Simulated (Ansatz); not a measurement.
## Fields on a plane of In2Ge2O7 (space group C2/m)

```xyz
11
Lattice="3.3272 -4.4339 0.0000 3.3272 4.4339 0.0000 -1.0388 0.0000 4.8504" Properties=species:S:1:pos:R:3 pbc="T T T"
In     3.3272     1.7111     0.0000
In     3.3272    -1.7111     0.0000
Ge     4.4609     0.0000     2.8824
Ge     1.1548     0.0000     1.9680
O      1.3807    -1.4784     1.0275
O      4.2349     1.4784     3.8229
O      4.2349    -1.4784     3.8229
O      1.3807     1.4784     1.0275
O     -0.5194     0.0000     2.4252
O      1.9940     0.0000     3.5244
O      3.6216     0.0000     1.3260
```

The slice is a (001) plane (indices of the conventional cell) through the point (0.693, 0.307, 0.000) (fractional), spanned by u = [110] and v = [1 -1 0] in vectors of this cell: u (6.65 Å) and v (8.87 Å, at 90° to u). It covers one period; positions are fractions (u, v).

Atoms on it: In at (0.00, 0.61); In at (0.50, 0.11); In at (0.00, 0.00); In at (0.50, 0.50).

The numbers are results of PBEsol (plane waves to 420 eV, PAW, scalar-relativistic; Ansatz, a quantum-chemistry and plane-wave program), not measurements. k mesh 5×5×6. These are valence fields of a PAW run, semicore shells included where kept as valence: close to a nucleus they are smooth pseudo fields. In2Ge2O7 was relaxed with its symmetry unable to fall.

```
|%%##++--====--::::--====--++##|
|++++--------::....::--------++|
|----::........    ........::--|
|----::......        ......::--|
|==--::::::::..    ..::::::::--|
|**++==------::....::------==++|
|@@%%++======--------======++%%|
|@@%%++========++++========++%%|
|%%##==----==**%%%%**==----==##|
|============##@@@@##==========|
|::::--======**%%%%**======--::|
|....::------==++++==------::..|
|    ......::--------::......  |
|      ......::----::......    |
|  ....::::::--====--::::::....|
|..::--------==****==--------::|
|------======##@@@@##======----|
|++++====--==##@@@@##==--====++|
|%%##++----==++####++==----++##|
|@@%%++====================++%%|
```
Scale: ten equal steps from -1.89 (start of ' ') to 1.12 (end of '@'), in the order ' .:-=+*#%@'. Values: log₁₀ of the valence density in e/Å³. The map has 15 points along u (two characters each, u = 0 at the left) and 20 along v (v = 0 in the bottom row). The scale is logarithmic, as a density can span decades between atoms and voids.

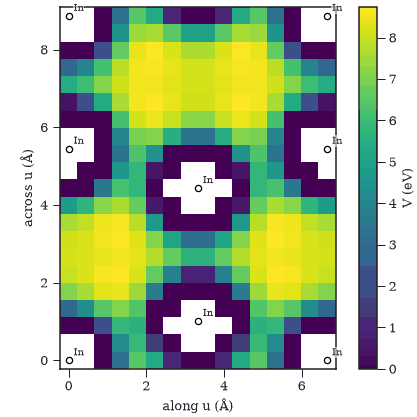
*Electrostatic potential energy of an electron, from the cell's mean, in eV, one period of the plane, atoms marked. Points within 0.7 Å of a nucleus are left white, as the pseudised field means little there. Values under 0 eV are set to 0. The zero, the cell's mean, hangs on the PAW cores.*
